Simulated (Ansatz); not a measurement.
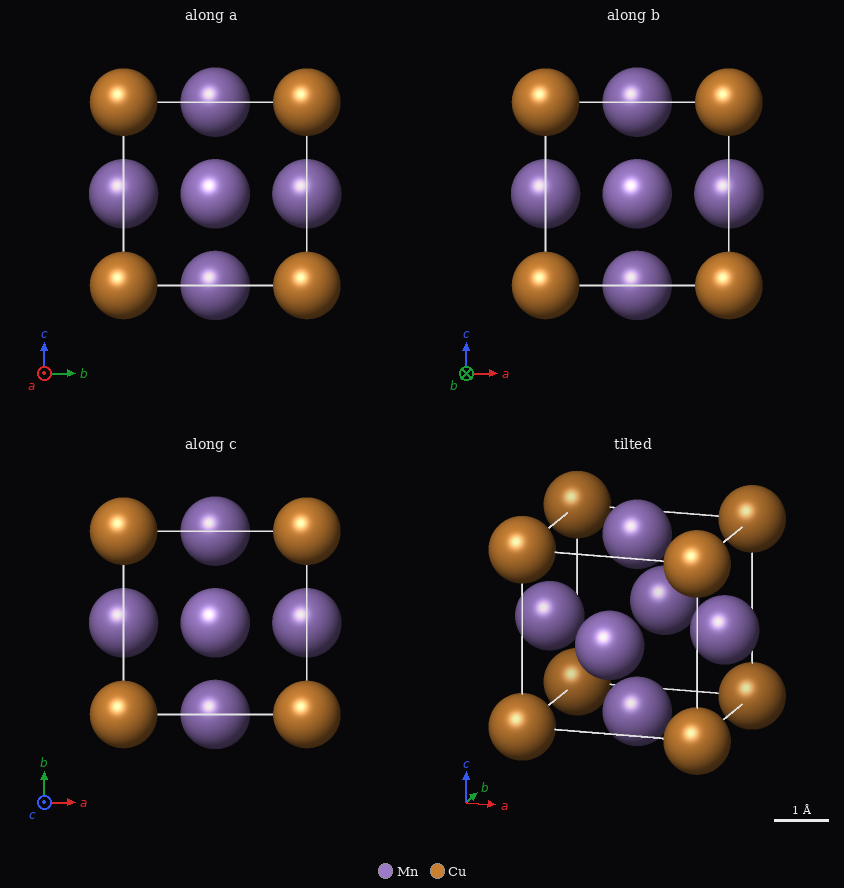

An orthographic spheres-only view of the structure, along the a axis, along the b axis, along the c axis and slightly off an axis. One conventional unit cell is framed, with atoms on its boundary repeated.

Lattice parameters: a = 3.4375 Å, b = 3.4375 Å, c = 3.4375 Å, α = 90.000°, β = 90.000°, γ = 90.000°.

> Express the structure as a CIF in P1 with every atom of the cell.

```cif
data_structure
_symmetry_space_group_name_H-M 'P 1'
_symmetry_Int_Tables_number 1
_cell_length_a 3.4375
_cell_length_b 3.4375
_cell_length_c 3.4375
_cell_angle_alpha 90.000
_cell_angle_beta 90.000
_cell_angle_gamma 90.000
_cell_volume 40.62
loop_
_atom_site_label
_atom_site_type_symbol
_atom_site_fract_x
_atom_site_fract_y
_atom_site_fract_z
_atom_site_occupancy
Mn1 Mn 0.0000 0.5000 0.5000 1
Mn2 Mn 0.5000 0.0000 0.5000 1
Mn3 Mn 0.5000 0.5000 0.0000 1
Cu1 Cu 0.0000 0.0000 0.0000 1
```

The structure was taken from a structure type filled with these elements by a generator (whether the compound takes this form wasn't checked). Earlier steps of the study, as a rule a relaxation of our own, may have changed the cell and positions, so they can lie some per cent off the listed ones. It went into a calculation with Ansatz.

At this level of theory the run's own cell isn't at rest (compressed, at 22 GPa), so its distances can differ from those at equilibrium, the more so the softer the solid.
